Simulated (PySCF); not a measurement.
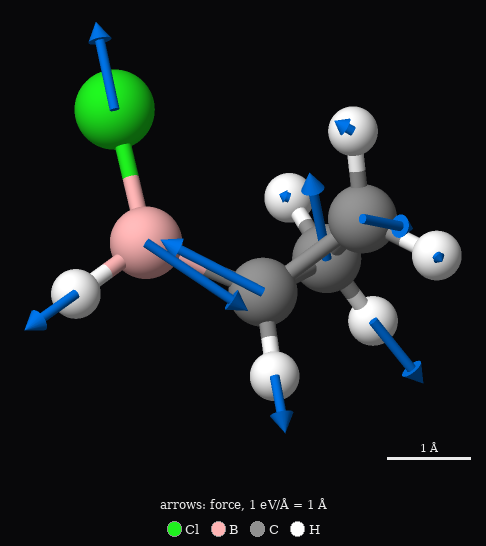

Starting geometry of C3H6BCl with the computed forces as blue arrows. Style: ball-and-stick. Shown at a tilt.

The start comes from GFN2-xTB. Its atoms were then displaced at random by about 0.01 Å.

Computed with PySCF 2.14.0, density-fitted response routines, PBE0-D3(BJ)/def2-SVP geometry optimisation, gas phase. 

What follows when this structure is relaxed?

It isn't relaxed: the largest force vector, on the B atom, is 1.50 eV/Å. The final displacements follow the starting forces only in part (cosine between the two patterns 0.66). The energy falls by 9.47 kJ/mol in 5 geometry steps. The atom that moves furthest after the best rigid fit is the Cl atom (0.047 Å). By element the largest moves are Cl 0.047 Å, H 0.038 Å, C 0.030 Å, B 0.020 Å. Among the contacts that change: B–Cl 1.715 → 1.764 Å, B–H 1.174 → 1.206 Å, C–C 1.501 → 1.529 Å, B–C 1.560 → 1.534 Å. Bond angles that change, for instance: C–C–H 120.5° → 116.8°, C–C–C 59.7° → 57.7°.
